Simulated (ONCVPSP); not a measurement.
**As: pseudopotential generation**

- system: arsenic (As, Z = 33), core [Ar], reference valence 3d10 4s2 4p3, valence charge 15.
- method: ONCV potential, PBE, scalar-relativistic, made with ONCVPSP 4.0.1

Input file:
```
# ATOM AND REFERENCE CONFIGURATION
# atsym  z   nc   nv     iexc    psfile
  As 33.00    5    3        4      upf
#
#   n    l    f
    1    0    2.00
    2    0    2.00
    2    1    6.00
    3    0    2.00
    3    1    6.00
    3    2   10.00
    4    0    2.00
    4    1    3.00
#
# PSEUDOPOTENTIAL AND OPTIMIZATION
# lmax
    2
#
#   l,   rc,      ep,       ncon, nbas, qcut
    0    1.70    0.00    4    8    5.00
    1    1.55    0.00    4    7    4.90
    2    0.90    0.00    4    9   20.00
#
# LOCAL POTENTIAL
# lloc, lpopt,  rc(5),   dvloc0
    4    5    0.60    1.00
#
# VANDERBILT-KLEINMAN-BYLANDER PROJECTORs
# l, nproj, debl
    0    2    2.60
    1    2    3.00
    2    2    3.70
#
# MODEL CORE CHARGE
# icmod, fcfact, rcfact
    3    5.75    1.30
#
# LOG DERIVATIVE ANALYSIS
# epsh1, epsh2, depsh
   -3.00    5.00    0.02
#
# OUTPUT GRID
# rlmax, drl
    6.00    0.01
#
# TEST CONFIGURATIONS
# ncnf
    4
# nvcnf
#   n    l    f
    3
    3    2   10.00
    4    0    2.00
    4    1    2.00
#
    3
    3    2   10.00
    4    0    2.00
    4    1    1.00
#
    3
    3    2   10.00
    4    0    2.00
    4    1    0.00
#
    3
    3    2   10.00
    4    0    1.00
    4    1    3.00
#
```

Run as:
```bash
oncvpsp.x < As.dat > As.out
```

Log (extracts):
```
ONCVPSP  (Optimized Norm-Conservinng Vanderbilt PSeudopotential)
scalar-relativistic version 4.0.1

#   n    l    f        energy (Ha)
    1    0    2.00    -4.3068475E+02
    2    0    2.00    -5.4637418E+01
    2    1    6.00    -4.7908348E+01
    3    0    2.00    -6.9936029E+00
    3    1    6.00    -4.9125576E+00
    3    2   10.00    -1.4936966E+00
    4    0    2.00    -5.3265325E-01
    4    1    3.00    -1.9091332E-01

Reference configufation results
  iterations    23
  all-electron total energy (Ha)   -2.26080651D+03

Begin loop to  construct optimized pseudo wave functions
and semi-local pseudopoentials for all angular momenta

   Wellstate for l =  0  n =  6
     eigenvalue =   2.0673
     asymptotic potential =   2.5673
     half-point radius =  3.7249

Calculating optimized projector #   1

 for l=   0

    Fraction of norm inside rc  0.415203
    Optimizing pswf for qcut=   5.00 a_B^-1,  ecut=  12.48 Ha
    Residual kinetic energy error=  1.22D-04 Ha

    Energy error per electron        Cutoff
         Ha          eV             Ha
         0.01000     0.27211        7.26
         0.00100     0.02721       10.13
         0.00010     0.00272       13.36
         0.00001     0.00027       50.14

Calculating optimized projector #   2

 for l=   0

    Fraction of norm inside rc  0.097343
    Optimizing pswf for qcut=   5.00 a_B^-1,  ecut=  12.48 Ha
    Residual kinetic energy error=  3.90D-04 Ha

    Energy error per electron        Cutoff
         Ha          eV             Ha
         0.01000     0.27211        8.50
         0.00100     0.02721       11.30
         0.00010     0.00272       19.58
         0.00001     0.00027       53.50

   Wellstate for l =  1  n =  6
     eigenvalue =   2.8091
     asymptotic potential =   3.3091
     half-point radius =  3.4436

Calculating optimized projector #   1

 for l=   1

    Fraction of norm inside rc  0.154411
    Optimizing pswf for qcut=   4.90 a_B^-1,  ecut=  12.01 Ha
    Residual kinetic energy error=  1.28D-04 Ha

    Energy error per electron        Cutoff
         Ha          eV             Ha
         0.01000     0.27211        2.52
         0.00100     0.02721        8.28
         0.00010     0.00272       15.36
         0.00001     0.00027       58.13

Calculating optimized projector #   2

 for l=   1

    Fraction of norm inside rc  0.108267
    Optimizing pswf for qcut=   4.90 a_B^-1,  ecut=  12.01 Ha
    Residual kinetic energy error=  1.38D-02 Ha

    Energy error per electron        Cutoff
         Ha          eV             Ha
         0.01000     0.27211       19.90
         0.00100     0.02721       75.47
         0.00010     0.00272       88.13
         0.00001     0.00027      118.11

   Wellstate for l =  2  n =  5
     eigenvalue =   2.2063
     asymptotic potential =   2.7063
     half-point radius =  3.0448

Calculating optimized projector #   1

 for l=   2

    Fraction of norm inside rc  0.787944
    Optimizing pswf for qcut=  20.00 a_B^-1,  ecut= 199.99 Ha
    Residual kinetic energy error=  8.45D-08 Ha

    Energy error per electron        Cutoff
         Ha          eV             Ha
         0.01000     0.27211      121.80
         0.00100     0.02721      143.83
         0.00010     0.00272      161.92
         0.00001     0.00027      175.84

Calculating optimized projector #   2

 for l=   2

    Fraction of norm inside rc  0.038854
    Optimizing pswf for qcut=  20.00 a_B^-1,  ecut= 199.99 Ha
    Residual kinetic energy error=  6.12D-08 Ha

    Energy error per electron        Cutoff
         Ha          eV             Ha
         0.01000     0.27211      102.82
         0.00100     0.02721      131.09
         0.00010     0.00272      153.80
         0.00001     0.00027      170.95

Construct Vanderbilt / Kleinmman-Bylander projectors

B matrix Hermiticity error, ll=   0
   1   2   -1.7462E-04

  Orthonormal projector coefficients  1.3735E+01  9.9403E-01

B matrix Hermiticity error, ll=   1
   1   2   -1.5392E-04

  Orthonormal projector coefficients  1.4793E+01  2.5739E+00

B matrix Hermiticity error, ll=   2
   1   2   -5.4346E-04

  Orthonormal projector coefficients -1.5803E+01 -4.4473E+00

Model core correction analysis
  based on d2Exc/dn_idn_j

d2excae - all-electron derivatives

   -3.593891D-02   -5.796840D-03   -2.811461D-03
   -5.796507D-03   -3.124703D-02   -2.436467D-02
   -2.811369D-03   -2.436428D-02   -2.496708D-02

d2excps - pseudofunction derivatives with no core correction

   -5.750899D-02   -6.051780D-03   -2.762641D-03
   -6.051316D-03   -3.251235D-02   -2.492180D-02
   -2.762561D-03   -2.492179D-02   -2.518410D-02

rms 2nd derivative error    7.208581E-03

rmatch, rhocmatch    0.6574   29.2575

Teter function model core charge with specified parameters

d2excps - pseudofunction derivatives with core correction

   -3.956580D-02   -5.731422D-03   -2.613429D-03
   -5.731052D-03   -3.208121D-02   -2.473695D-02
   -2.613344D-03   -2.473688D-02   -2.510473D-02

rms 2nd derivative error    1.257581E-03

Pseudoatom total energy -111.255224

Diagnostic tests using Vanderbilt-Kleinman-Bylander pseudopotentials
  1 or more projectors used as specified by nproj input data

   l    rcore       rmatch      e in        delta e   norm test  slope test

   0   1.7018865   1.7535594  -0.5326533  -0.0000033   1.0000425   1.0000690
   0   1.7018865   1.7535594   2.0673467   0.0000027   1.0002679   1.0002679

   1   1.5558255   1.6030637  -0.1909133   0.0000026   1.0000054   1.0000001
   1   1.5558255   1.6030637   2.8090867   0.0000098   1.0001755   1.0001755

   2   0.9027025   0.9301105  -1.4936966  -0.0000388   1.0002347   1.0002678
   2   0.9027025   0.9301105   2.2063034   0.0000290   1.0005390   1.0005390

 Testing for bound ghosts
   n   l    E NL Schr. Eq   E Basis Diag.   E Cutoff

       0                      -15.141615     90.07  WARNING - GHOST(-)
   1   0       -0.532657       -0.529301     90.07

   2   1       -0.190911       -0.154239     90.80

   3   2       -1.493735       -1.490815    544.25

 Testing for highly-localized positive-energy ghosts
       l    <radius>/rc     E Basis Diag.   E Cutoff

       1        0.795435        0.708904     90.80  WARNING - GHOST(+)

Test configuration 0

   n   l     f        eae           eps        diff
   1   0  2.0000 -430.68474654
   2   0  2.0000  -54.63741766
   2   1  6.0000  -47.90834793
   3   0  2.0000   -6.99360286
   3   1  6.0000   -4.91255763
   3   2 10.0000   -1.49369658   -1.49373539   -3.88D-05
   4   0  2.0000   -0.53265325   -0.53265656   -3.31D-06
   4   1  3.0000   -0.19091332   -0.19091073    2.59D-06

    Total energies and differences
      AE_ref= -2.26080651D+03  AE_tst= -2.26080651D+03  dif=  0.00D+00
      PS_ref= -1.11255224D+02  PS_tst= -1.11255224D+02  dif= -1.28D-13
      PSP excitation error=  1.28D-13

Test configuration 1

   n   l     f        eae           eps        diff
   1   0  2.0000 -431.04793338
   2   0  2.0000  -54.99773572
   2   1  6.0000  -48.26903610
   3   0  2.0000   -7.35274464
   3   1  6.0000   -5.27167127
   3   2 10.0000   -1.85213267   -1.85029121    1.84D-03
   4   0  2.0000   -0.85830378   -0.85823354    7.02D-05
   4   1  2.0000   -0.49022998   -0.49019447    3.55D-05

    Total energies and differences
      AE_ref= -2.26080651D+03  AE_tst= -2.26047028D+03  dif=  3.36D-01
      PS_ref= -1.11255224D+02  PS_tst= -1.10918965D+02  dif=  3.36D-01
      PSP excitation error= -3.08D-05

Test configuration 2

   n   l     f        eae           eps        diff
   1   0  2.0000 -431.48242963
   2   0  2.0000  -55.42607330
   2   1  6.0000  -48.69813149
   3   0  2.0000   -7.77848885
   3   1  6.0000   -5.69728781
   3   2 10.0000   -2.27619489   -2.27073673    5.46D-03
   4   0  2.0000   -1.22918273   -1.22894749    2.35D-04
   4   1  1.0000   -0.83306953   -0.83295835    1.11D-04

    Total energies and differences
      AE_ref= -2.26080651D+03  AE_tst= -2.25981179D+03  dif=  9.95D-01
      PS_ref= -1.11255224D+02  PS_tst= -1.10260447D+02  dif=  9.95D-01
      PSP excitation error= -6.06D-05

Test configuration 3

   n   l     f        eae           eps        diff
   1   0  2.0000 -431.97662462
   2   0  2.0000  -55.91023323
   2   1  6.0000  -49.18349980
   3   0  2.0000   -8.25834629
   3   1  6.0000   -6.17686237
   3   2 10.0000   -2.75313011   -2.74207049    1.11D-02
   4   0  2.0000   -1.63281311   -1.63203299    7.80D-04

    Total energies and differences
      AE_ref= -2.26080651D+03  AE_tst= -2.25879371D+03  dif=  2.01D+00
      PS_ref= -1.11255224D+02  PS_tst= -1.09242458D+02  dif=  2.01D+00
      PSP excitation error=  3.13D-05

Test configuration 4

   n   l     f        eae           eps        diff
   1   0  2.0000 -431.11162291
   2   0  2.0000  -55.05927492
   2   1  6.0000  -48.33045542
   3   0  2.0000   -7.41571731
   3   1  6.0000   -5.33436056
   3   2 10.0000   -1.91318813   -1.91053968    2.65D-03
   4   0  1.0000   -0.89156643   -0.89136811    1.98D-04
   4   1  3.0000   -0.51681430   -0.51670068    1.14D-04

    Total energies and differences
      AE_ref= -2.26080651D+03  AE_tst= -2.26009884D+03  dif=  7.08D-01
      PS_ref= -1.11255224D+02  PS_tst= -1.10547564D+02  dif=  7.08D-01
      PSP excitation error=  1.53D-06
```

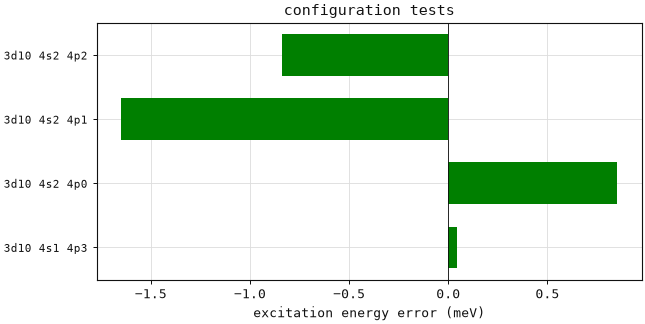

*Errors, all-electron minus pseudo, of the energies of valence configurations relative to the unpolarised reference 3d10 4s2 4p3.*

- Worst configuration: 3d10 4s2 4p1 (charge +2): the error is -1.6 meV on an all-electron energy of +27.07 eV relative to the reference, or 0.0061 %.
- Errors in meV: 3d10 4s2 4p2: -0.8; 3d10 4s2 4p1: -1.6; 3d10 4s2 4p0: +0.9; 3d10 4s1 4p3: 0.0. The potential isn't sound: its ghost test gives GHOST(-) flagged for s at -412.0 eV; GHOST(+) flagged for p at 19.3 eV.

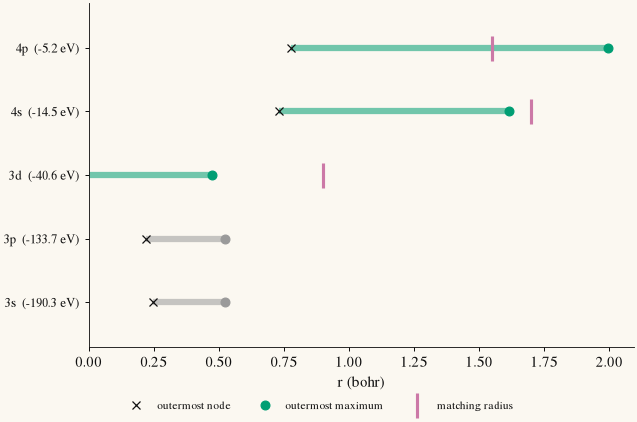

*Outer shells of the all-electron reference atom: each bar runs from the outermost node (or the nucleus) to the outermost maximum of u(r); the tick is the radius chosen for the pseudo-wave. Shells without a tick have no pseudo-wave of their own. Levels, nodes and maxima are from ld1.x, scalar-relativistic.*

- Radii against the shells: 3d: 0.90 bohr, outside the maximum; 4s: 1.70 bohr, outside the maximum; 4p: 1.55 bohr, between node and maximum.

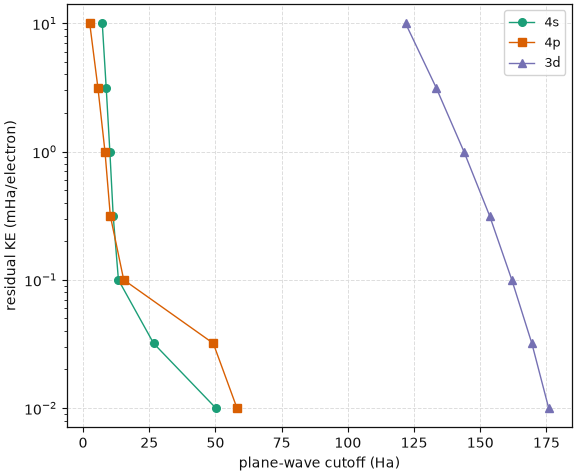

*Residual kinetic energy of the pseudo-waves (the first of each channel, and further valence shells) beyond the plane-wave cutoff, as the generator prints it.*

- Cutoffs for 1 mHa per electron: 3d: 144 Ha; 4s: 10 Ha; 4p: 8.3 Ha.
- Hardest wave at 1 mHa per electron: 3d, with rc = 0.90 bohr and qcut = 20 1/bohr. The optimisation minimises, but can't always remove, the kinetic energy above qcut²/2 = 200.0 Ha, and a larger rc would as a rule soften the wave at some cost in transferability.
- Cutoffs for the occupied states: 144 Ha for 1 mHa and 162 Ha for 0.1 mHa per electron. The first is set by 3d.

Results in brief:

- outcome: generated, with a ghost state
- cutoffs needed: 144 Ha and 162 Ha (the cutoffs at which the residual kinetic energy of the hardest occupied pseudo-wave falls to 1 and 0.1 mHa per electron)
- ghost test: GHOST(-) flagged for s at -412.0 eV; GHOST(+) flagged for p at 19.3 eV
- largest excitation error: -1.6 meV (all-electron minus pseudo) for 3d10 4s2 4p1, out of 4 test configurations
- rms error of d²Exc/dni dnj: 7.21 mHa without and 1.26 mHa with the model core
- clearest signs, in the scattering phases, of states that the all-electron atom lacks: p near 0.7 Ha
- range over which the phases arctan(r R′/R) at the test radius agree within 0.05 rad (a looser test near the poles than one of phase shifts): s: up to about 4.7 Ha; p: up to about 0.7 Ha; d: over the whole range computed; f: not judged, local potential alone
- hardware: 1 CPU thread, shared host
- wall time: 3.8 s

Notes:

The potential has a bound ghost state, so it can't be used as it stands.
